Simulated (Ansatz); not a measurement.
# C3H9Si (doublet): what the fields show

```yaml
atoms:
  - { symbol: Si, position_ang: [0.0005, 0.0016, 0.6440] }
  - { symbol: C, position_ang: [1.7901, -0.0078, 0.0441] }
  - { symbol: H, position_ang: [2.3367, 0.8798, 0.3950] }
  - { symbol: H, position_ang: [1.8249, -0.0104, -1.0590] }
  - { symbol: H, position_ang: [2.3287, -0.8988, 0.3989] }
  - { symbol: C, position_ang: [-0.8881, 1.5543, 0.0424] }
  - { symbol: H, position_ang: [-0.9071, 1.5823, -1.0608] }
  - { symbol: H, position_ang: [-0.3845, 2.4672, 0.3926] }
  - { symbol: H, position_ang: [-1.9289, 1.5851, 0.3968] }
  - { symbol: C, position_ang: [-0.9019, -1.5462, 0.0500] }
  - { symbol: H, position_ang: [-1.9430, -1.5658, 0.4040] }
  - { symbol: H, position_ang: [-0.4066, -2.4618, 0.4050] }
  - { symbol: H, position_ang: [-0.9207, -1.5797, -1.0531] }
```

Geometry: PBE0-D4/def2-SVPD.

All numbers below come from UKS PBE0-D4/def2-TZVPD (Ansatz).

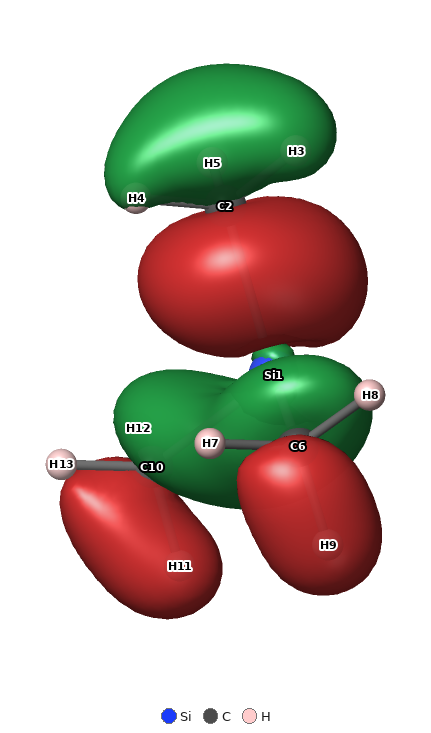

Figure 1. The HOMO (β) at ±0.1 Å⁻³ᐟ² (green and red are the two phases), seen at an oblique angle.

What is the character of this orbital?

By Hirshfeld shares it lies mainly on C2 (about 35 %), Si1 (about 25 %), C6 (about 10 %) and C10 (about 10 %). It is one of a degenerate set, so its orientation is arbitrary. Its energy is −8.51 eV.

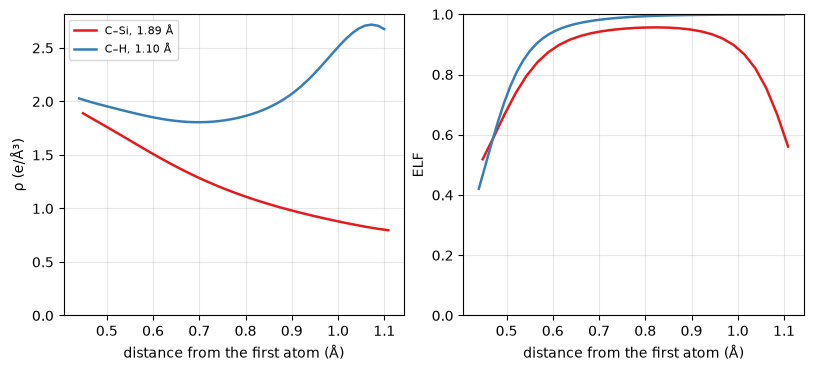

Figure 2. Total electron density and electron localisation function along straight lines between neighbouring atoms. The curves leave out the atomic cores.

What can be read from the curves?

C–Si (1.89 Å): ρ at the midpoint is about 0.93 e/Å³; the ELF peaks at about 0.95 between the atoms (localised, covalent bonding).
C–H (1.10 Å): ρ is about 1.9 e/Å³ halfway; the ELF climbs to about 1 towards the hydrogen, as it does in any bond to H: a covalent bond by its length.

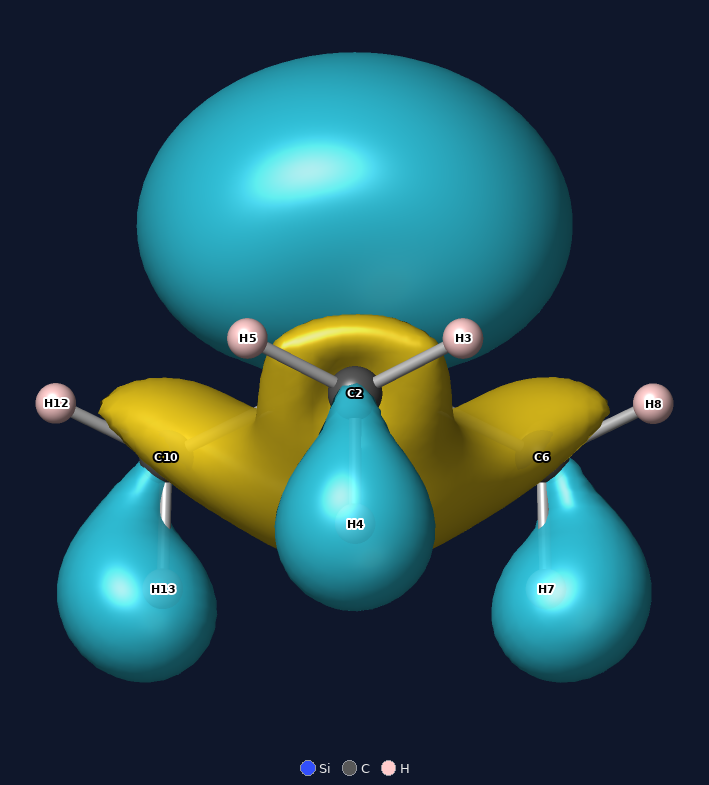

Figure 3. One frontier orbital at ±0.08 Å⁻³ᐟ² (yellow and cyan are the two phases), seen from one side.

Which orbital is it: HOMO (β) or LUMO (β)?

The LUMO (β), at −1.50 eV. Its weight (Hirshfeld) is mainly on Si1 (about 70 %), C2 (about 5 %), C6 (about 5 %) and C10 (about 5 %).
